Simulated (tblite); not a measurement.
## Geometry relaxation of C4H9AlS2 (part 1 of 4)

System: C4H9AlS2.
Method: GFN2-xTB geometry optimisation, gas phase (tblite 0.8.0).

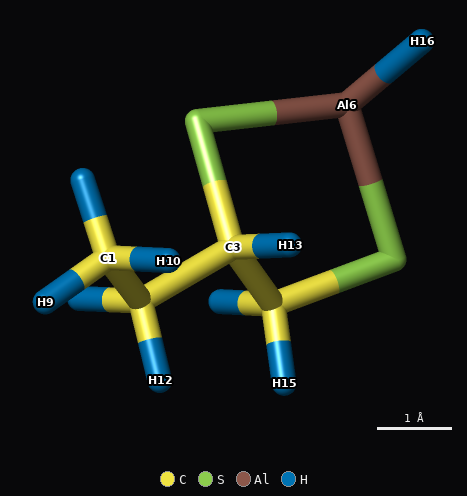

Figure 1. The structure as given in the input (stick view, seen at a tilt; atoms are numbered from 1 in the order of the input). Sticks mark near contacts.

### Input file
```
{"job": {"kind": "relax", "xc": "GFN2-xTB", "basis": "xTB"}, "charge": 0, "multiplicity": 1}
C     -1.838800     1.298900    -0.358500
C     -1.256200    -0.100400    -0.304200
C      0.230100    -0.101900     0.162100
C      0.696100    -1.536600     0.430800
S      2.336400    -1.628600     1.264200
Al     3.053800     0.101500     0.043400
S      1.266300     0.687800    -1.140700
H     -1.323300     1.920900    -1.119000
H     -2.916300     1.232700    -0.631200
H     -1.770300     1.800000     0.635600
H     -1.341700    -0.588800    -1.294400
H     -1.863300    -0.700400     0.425500
H      0.286400     0.491000     1.112000
H      0.743600    -2.118400    -0.514500
H     -0.029300    -2.047100     1.111700
H      3.718900     1.298400     0.883800
```

The first line tells a small driver script what to run in tblite; the rest is the geometry in Å.

Hardware: 1 CPU thread, shared host.

Command:
```bash
OMP_NUM_THREADS=1 python <driver script> task.json out
```

### What the program printed
```
step      E/eV     max force
  0    -564.82569    1.321
  1    -564.92998    1.192
  2    -565.01435    0.890
  3    -565.04597    0.693
  4    -565.08145    0.468
  5    -565.10725    0.544
  6    -565.13823    0.456
  7    -565.15249    0.318
  8    -565.15956    0.200
  9    -565.16385    0.132
 10    -565.16640    0.179
 11    -565.16983    0.187
 12    -565.17436    0.184
 13    -565.17897    0.154
 14    -565.18235    0.122
 15    -565.18449    0.122
 16    -565.18593    0.097
 17    -565.18721    0.070
 18    -565.18854    0.107
 19    -565.19005    0.156
 20    -565.19192    0.177
 21    -565.19423    0.154
 22    -565.19670    0.124
 23    -565.19886    0.115
 24    -565.20076    0.127
 25    -565.20262    0.119
 26    -565.20429    0.087
 27    -565.20565    0.077
 28    -565.20696    0.088
 29    -565.20858    0.120
 30    -565.21066    0.117
 31    -565.21292    0.107
 32    -565.21487    0.092
 33    -565.21659    0.104
 34    -565.21862    0.119
 35    -565.22141    0.168
 36    -565.22479    0.188
 37    -565.22785    0.163
 38    -565.22991    0.131
 39    -565.23067    0.150
 40    -565.23265    0.094
 41    -565.23422    0.078
 42    -565.23663    0.099
 43    -565.23872    0.142
 44    -565.24047    0.125
 45    -565.24215    0.083
 46    -565.24368    0.064
 47    -565.24458    0.072
 48    -565.24523    0.051
 49    -565.24553    0.036
 50    -565.24572    0.042
 51    -565.24585    0.033
 52    -565.24600    0.030
 53    -565.24614    0.036
 54    -565.24631    0.037
 55    -565.24650    0.030
 56    -565.24668    0.034
 57    -565.24684    0.034
 58    -565.24703    0.038
 59    -565.24726    0.045
 60    -565.24748    0.035
 61    -565.24762    0.026
 62    -565.24770    0.023
 63    -565.24779    0.022
 64    -565.24790    0.025
 65    -565.24803    0.026
 66    -565.24814    0.028
 67    -565.24824    0.024
 68    -565.24838    0.025
 69    -565.24852    0.026
 70    -565.24864    0.021
 71    -565.24871    0.022
 72    -565.24877    0.019
 73    -565.24885    0.023
 74    -565.24895    0.022
 75    -565.24902    0.019
 76    -565.24909    0.021
 77    -565.24917    0.026
 78    -565.24930    0.026
 79    -565.24947    0.031
 80    -565.24962    0.029
 81    -565.24974    0.025
 82    -565.24987    0.025
 83    -565.25000    0.026
 84    -565.25010    0.017
 85    -565.25015    0.011
 86    -565.25017    0.010
 87    -565.25018    0.010
 88    -565.25020    0.012
 89    -565.25023    0.011
 90    -565.25025    0.011
 91    -565.25028    0.013
 92    -565.25030    0.012
 93    -565.25033    0.009
```

### Trajectory as extended XYZ (Å, eV, eV/Å), 51 of the 94 frames kept, from step=0 to step=93
```
16
Properties=species:S:1:pos:R:3:forces:R:3 step=0 energy=-564.82569
C    -1.8388    1.2989   -0.3585   -0.4840   0.6360  -0.0340
C    -1.2562   -0.1004   -0.3042    0.1290  -0.5380   0.3590
C     0.2301   -0.1019    0.1621   -0.8510  -0.1770   0.4580
C     0.6961   -1.5366    0.4308   -0.4950  -0.3010  -0.0360
S     2.3364   -1.6286    1.2642    0.1880   0.0690  -0.3950
Al    3.0538    0.1015    0.0434   -0.6790   0.6010   0.9600
S     1.2663    0.6878   -1.1407    0.3590  -0.0660   0.0040
H    -1.3233    1.9209   -1.1190   -0.2920  -0.3870   0.5470
H    -2.9163    1.2327   -0.6312    0.7460   0.1280   0.1590
H    -1.7703    1.8000    0.6356    0.0100  -0.3510  -0.7740
H    -1.3417   -0.5888   -1.2944    0.1420   0.2440   0.4600
H    -1.8633   -0.7004    0.4255    0.5760   0.3510  -0.5110
H     0.2864    0.4910    1.1120    0.0960  -0.3440  -0.7210
H     0.7436   -2.1184   -0.5145   -0.0390   0.3310   0.5080
H    -0.0293   -2.0471    1.1117    0.5670   0.3740  -0.4140
H     3.7189    1.2984    0.8838    0.0260  -0.5690  -0.5710
16
Properties=species:S:1:pos:R:3:forces:R:3 step=2 energy=-565.01435
C    -1.8494    1.3087   -0.3589    0.2940  -0.4750   0.0000
C    -1.2534   -0.1065   -0.2938   -0.0610   0.3870  -0.1670
C     0.1992   -0.1149    0.1734    0.1460  -0.1280  -0.3020
C     0.6812   -1.5401    0.4297    0.2070   0.3130  -0.0080
S     2.3435   -1.6269    1.2458    0.0110  -0.0940  -0.2120
Al    3.0210    0.1299    0.0883   -0.5520   0.3690   0.5920
S     1.2794    0.6837   -1.1387   -0.0470  -0.0950   0.0520
H    -1.3335    1.9073   -1.0989    0.0890   0.0540  -0.0550
H    -2.8924    1.2386   -0.6265   -0.2420   0.0370  -0.0870
H    -1.7698    1.7886    0.6076    0.0270   0.1110   0.1350
H    -1.3347   -0.5794   -1.2757    0.0970   0.0360   0.0440
H    -1.8425   -0.6899    0.4088   -0.0600  -0.1550   0.1550
H     0.2905    0.4788    1.0855    0.0320   0.0260  -0.0050
H     0.7413   -2.1063   -0.4964   -0.0560  -0.0210  -0.0850
H    -0.0095   -2.0354    1.0991   -0.0940  -0.1560   0.2320
H     3.7217    1.2728    0.8575    0.2090  -0.2100  -0.2880
16
Properties=species:S:1:pos:R:3:forces:R:3 step=4 energy=-565.08145
C    -1.8436    1.2952   -0.3594   -0.0700   0.1670   0.0070
C    -1.2546   -0.0972   -0.2948    0.0220  -0.2250   0.0160
C     0.1936   -0.1229    0.1638    0.2890   0.2330  -0.1140
C     0.6826   -1.5305    0.4297    0.0180  -0.1680   0.0260
S     2.3481   -1.6330    1.2255    0.0030  -0.2200   0.0250
Al    2.9710    0.1644    0.1446   -0.3690   0.0850   0.2090
S     1.2821    0.6771   -1.1371   -0.1990   0.0420  -0.1730
H    -1.3327    1.9035   -1.0927    0.1460   0.0640  -0.1480
H    -2.8919    1.2432   -0.6288   -0.1170  -0.0240  -0.0560
H    -1.7678    1.7886    0.6015    0.0270   0.0720   0.1880
H    -1.3260   -0.5734   -1.2668    0.0090  -0.0790  -0.2360
H    -1.8349   -0.6926    0.4083   -0.0890  -0.1160   0.1350
H     0.2942    0.4740    1.0712   -0.0040   0.0940   0.1080
H     0.7367   -2.1015   -0.4925   -0.0640  -0.0710  -0.1420
H    -0.0030   -2.0370    1.1051   -0.0270  -0.0530   0.1430
H     3.7385    1.2508    0.8291    0.4230   0.2010   0.0110
16
Properties=species:S:1:pos:R:3:forces:R:3 step=6 energy=-565.13823
C    -1.8425    1.2935   -0.3593   -0.1290   0.2800   0.0030
C    -1.2541   -0.1025   -0.2949    0.0200  -0.2100   0.0450
C     0.2052   -0.1177    0.1484   -0.1120  -0.0150   0.2510
C     0.6840   -1.5332    0.4305   -0.1500  -0.2740  -0.0530
S     2.3535   -1.6571    1.2065    0.0120  -0.2070   0.1470
Al    2.8910    0.2090    0.2210    0.0290   0.0760   0.0110
S     1.2701    0.6746   -1.1506   -0.1280   0.1620  -0.2960
H    -1.3219    1.9028   -1.0955    0.0140  -0.0640   0.0030
H    -2.8978    1.2466   -0.6348    0.1510  -0.0110   0.0250
H    -1.7638    1.7929    0.6068   -0.0140  -0.0560  -0.0310
H    -1.3164   -0.5727   -1.2737   -0.0600  -0.0680  -0.1150
H    -1.8319   -0.7035    0.4165    0.0440   0.0130  -0.0550
H     0.2981    0.4762    1.0636   -0.0020   0.0890   0.0730
H     0.7264   -2.1015   -0.4978   -0.0920  -0.0740  -0.0290
H     0.0028   -2.0412    1.1208    0.0490   0.1040  -0.0580
H     3.7898    1.2429    0.7994    0.3690   0.2550   0.0810
16
Properties=species:S:1:pos:R:3:forces:R:3 step=7 energy=-565.15249
C    -1.8435    1.2965   -0.3592   -0.0240   0.0960   0.0020
C    -1.2538   -0.1068   -0.2948   -0.0170  -0.0530   0.0030
C     0.2076   -0.1169    0.1471   -0.1910  -0.1160   0.2260
C     0.6822   -1.5386    0.4296   -0.0980  -0.1510  -0.0580
S     2.3556   -1.6704    1.2023   -0.0080  -0.0910   0.0990
Al    2.8617    0.2276    0.2501    0.1590   0.1110  -0.0250
S     1.2629    0.6769   -1.1614   -0.0530   0.1240  -0.1660
H    -1.3175    1.9015   -1.0968   -0.0210  -0.0740   0.0390
H    -2.8978    1.2477   -0.6368    0.1520   0.0040   0.0310
H    -1.7627    1.7937    0.6087   -0.0260  -0.0630  -0.0670
H    -1.3140   -0.5739   -1.2786   -0.0680  -0.0350  -0.0070
H    -1.8303   -0.7078    0.4190    0.0500   0.0320  -0.0970
H     0.2995    0.4791    1.0627   -0.0010   0.0650   0.0600
H     0.7206   -2.1034   -0.5008   -0.1010  -0.0900  -0.0120
H     0.0054   -2.0412    1.1260    0.0060   0.0840  -0.0720
H     3.8164    1.2449    0.7897    0.2420   0.1570   0.0460
16
Properties=species:S:1:pos:R:3:forces:R:3 step=9 energy=-565.16385
C    -1.8430    1.2993   -0.3590    0.0700  -0.1060   0.0000
C    -1.2551   -0.1093   -0.2956   -0.0190   0.0530  -0.0190
C     0.2024   -0.1210    0.1548   -0.0340  -0.0380  -0.0100
C     0.6788   -1.5462    0.4268    0.0060   0.0370  -0.0160
S     2.3552   -1.6786    1.2054   -0.0370   0.0950  -0.0440
Al    2.8595    0.2390    0.2576    0.0920   0.0790  -0.0280
S     1.2570    0.6831   -1.1712    0.0140  -0.0090   0.1310
H    -1.3157    1.8986   -1.0970    0.0100  -0.0220   0.0110
H    -2.8929    1.2481   -0.6367    0.0220   0.0120  -0.0040
H    -1.7635    1.7920    0.6085   -0.0080  -0.0200  -0.0120
H    -1.3169   -0.5765   -1.2814   -0.0400   0.0020   0.0550
H    -1.8293   -0.7090    0.4164   -0.0310  -0.0070  -0.0500
H     0.2995    0.4836    1.0669   -0.0180  -0.0270   0.0050
H     0.7130   -2.1098   -0.5040   -0.0870  -0.0750  -0.0040
H     0.0044   -2.0388    1.1260   -0.0650  -0.0170  -0.0080
H     3.8389    1.2546    0.7894    0.1250   0.0420  -0.0080
16
Properties=species:S:1:pos:R:3:forces:R:3 step=11 energy=-565.16983
C    -1.8394    1.2961   -0.3590   -0.0030  -0.0120  -0.0060
C    -1.2566   -0.1091   -0.2967    0.0110  -0.0340   0.0150
C     0.1970   -0.1251    0.1599    0.0820   0.0460  -0.1060
C     0.6761   -1.5494    0.4241   -0.0210   0.0260   0.0170
S     2.3517   -1.6739    1.2057   -0.0240   0.1530  -0.1050
Al    2.8726    0.2468    0.2525    0.0390   0.0510   0.0320
S     1.2553    0.6865   -1.1660    0.0320  -0.0320   0.1790
H    -1.3144    1.8954   -1.0964    0.0510   0.0090  -0.0150
H    -2.8877    1.2486   -0.6365   -0.0460  -0.0010  -0.0290
H    -1.7647    1.7890    0.6073    0.0220   0.0000   0.0310
H    -1.3224   -0.5783   -1.2795   -0.0040  -0.0040  -0.0070
H    -1.8318   -0.7094    0.4108   -0.0780  -0.0380   0.0210
H     0.2976    0.4837    1.0703   -0.0370  -0.0880  -0.0240
H     0.7030   -2.1188   -0.5055   -0.0500  -0.0100   0.0350
H    -0.0011   -2.0381    1.1238   -0.0390  -0.0370   0.0120
H     3.8573    1.2648    0.7917    0.0660  -0.0290  -0.0490
16
Properties=species:S:1:pos:R:3:forces:R:3 step=13 energy=-565.17897
C    -1.8340    1.2904   -0.3595   -0.0940   0.1220  -0.0100
C    -1.2588   -0.1124   -0.2970   -0.0190  -0.1000   0.0120
C     0.1923   -0.1301    0.1599    0.0530   0.0340  -0.0520
C     0.6683   -1.5537    0.4206   -0.0590  -0.0320   0.0290
S     2.3453   -1.6575    1.1936    0.0200   0.1060  -0.0710
Al    2.8841    0.2749    0.2630    0.0510   0.0080   0.0650
S     1.2543    0.6905   -1.1462    0.0560   0.0530   0.0380
H    -1.3070    1.8892   -1.0953    0.0680   0.0190  -0.0190
H    -2.8816    1.2505   -0.6393   -0.0750  -0.0140  -0.0450
H    -1.7642    1.7835    0.6065    0.0450   0.0100   0.0520
H    -1.3303   -0.5812   -1.2769    0.0310  -0.0280  -0.1030
H    -1.8402   -0.7142    0.4030   -0.0650  -0.0380   0.0820
H     0.2920    0.4761    1.0718   -0.0530  -0.1080   0.0060
H     0.6797   -2.1343   -0.5045    0.0200   0.0620   0.0530
H    -0.0113   -2.0392    1.1226    0.0220  -0.0110   0.0360
H     3.9037    1.2765    0.7843   -0.0020  -0.0840  -0.0720
16
Properties=species:S:1:pos:R:3:forces:R:3 step=15 energy=-565.18449
C    -1.8347    1.2908   -0.3604   -0.0380   0.0270  -0.0090
C    -1.2621   -0.1176   -0.2974   -0.0620  -0.0060  -0.0390
C     0.1911   -0.1326    0.1560   -0.0810  -0.0290   0.0370
C     0.6615   -1.5562    0.4202   -0.0050  -0.0060   0.0160
S     2.3434   -1.6433    1.1807    0.0320  -0.0150   0.0220
Al    2.8877    0.2954    0.2787    0.0300  -0.0160  -0.0080
S     1.2573    0.6957   -1.1326    0.0420   0.1030  -0.0500
H    -1.2988    1.8862   -1.0949    0.0170  -0.0030   0.0160
H    -2.8824    1.2515   -0.6438   -0.0280   0.0120  -0.0260
H    -1.7612    1.7810    0.6082    0.0170  -0.0020   0.0040
H    -1.3321   -0.5838   -1.2801    0.0160  -0.0170  -0.0600
H    -1.8477   -0.7193    0.4030    0.0020   0.0080   0.0260
H     0.2859    0.4651    1.0720   -0.0500  -0.0550   0.0530
H     0.6669   -2.1395   -0.5011    0.0470   0.0330   0.0020
H    -0.0153   -2.0409    1.1253    0.0370   0.0120   0.0550
H     3.9331    1.2763    0.7728    0.0230  -0.0440  -0.0400
16
Properties=species:S:1:pos:R:3:forces:R:3 step=17 energy=-565.18721
C    -1.8377    1.2927   -0.3614    0.0180  -0.0610  -0.0100
C    -1.2673   -0.1202   -0.3002   -0.0170   0.0380  -0.0340
C     0.1864   -0.1346    0.1557   -0.0520  -0.0050   0.0190
C     0.6588   -1.5570    0.4215    0.0370   0.0290   0.0010
S     2.3448   -1.6382    1.1768    0.0110  -0.0510   0.0460
Al    2.8905    0.3016    0.2840   -0.0220  -0.0280  -0.0590
S     1.2614    0.7043   -1.1293   -0.0260   0.0500   0.0320
H    -1.2942    1.8852   -1.0938   -0.0220  -0.0110   0.0270
H    -2.8854    1.2530   -0.6477    0.0100   0.0420  -0.0070
H    -1.7587    1.7800    0.6095   -0.0170  -0.0190  -0.0370
H    -1.3316   -0.5859   -1.2856   -0.0160   0.0060   0.0140
H    -1.8510   -0.7209    0.4052    0.0150   0.0280  -0.0430
H     0.2796    0.4564    1.0757   -0.0530  -0.0140   0.0430
H     0.6657   -2.1388   -0.4994    0.0380  -0.0030  -0.0140
H    -0.0142   -2.0411    1.1306    0.0380   0.0110   0.0390
H     3.9454    1.2724    0.7652    0.0570  -0.0110  -0.0170
16
Properties=species:S:1:pos:R:3:forces:R:3 step=19 energy=-565.19005
C    -1.8402    1.2913   -0.3635    0.0190  -0.0330  -0.0150
C    -1.2740   -0.1216   -0.3055    0.0610  -0.0010   0.0130
C     0.1775   -0.1368    0.1580    0.0670   0.0420  -0.0120
C     0.6577   -1.5569    0.4226    0.0380   0.0240  -0.0040
S     2.3465   -1.6343    1.1770   -0.0050  -0.0190   0.0200
Al    2.8983    0.3046    0.2808   -0.0340  -0.0340  -0.0290
S     1.2632    0.7186   -1.1212   -0.1090  -0.0120   0.1110
H    -1.2907    1.8832   -1.0908   -0.0240   0.0070  -0.0060
H    -2.8874    1.2577   -0.6524    0.0150   0.0440  -0.0010
H    -1.7577    1.7767    0.6080   -0.0380  -0.0260  -0.0280
H    -1.3337   -0.5883   -1.2910   -0.0320   0.0160   0.0340
H    -1.8548   -0.7204    0.4032   -0.0160   0.0060  -0.0650
H     0.2673    0.4454    1.0842   -0.0590   0.0190   0.0050
H     0.6666   -2.1393   -0.4983    0.0260  -0.0070   0.0120
H    -0.0105   -2.0401    1.1383    0.0490   0.0080  -0.0070
H     3.9643    1.2691    0.7571    0.0420  -0.0320  -0.0270
```
